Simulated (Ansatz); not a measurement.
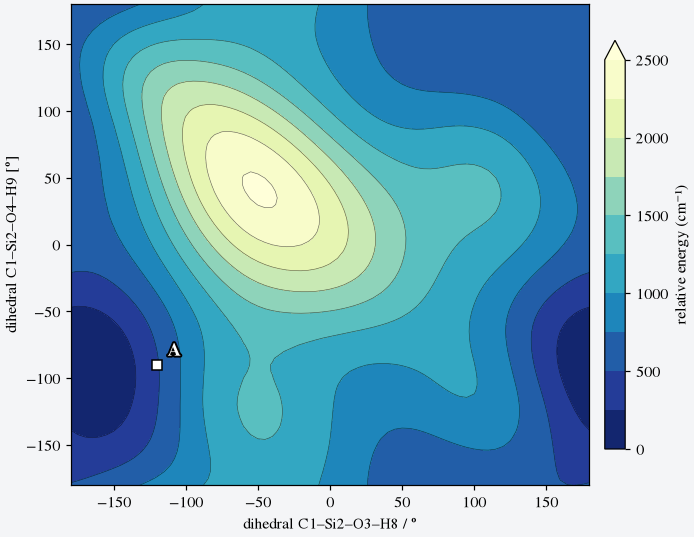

CH₅O₂Si, SMILES C[Si](O)O, spin multiplicity 2. Coordinates scanned: (1) dihedral C1–Si2–O3–H8; (2) dihedral C1–Si2–O4–H9. Nothing is relaxed (all other coordinates rigid). The grid has 12 × 12 points. Points are written as (first, second). All energies are given in cm⁻¹ relative to the relaxed molecule at the same level. Method: UKS CAM-B3LYP-D4/def2-SVP (Ansatz).

In the figure: filled contours, one colour for all values above the top of the scale, the point A. Between grid points the surface is interpolated.

> Is A at rest? If not, where is it pushed?

A, at (−120°, −90°), is not a stationary point. The computed force is 16 cm⁻¹ for each degree towards smaller values of dihedral C1–Si2–O3–H8 and 1.2 cm⁻¹ for each degree towards smaller values of dihedral C1–Si2–O4–H9.
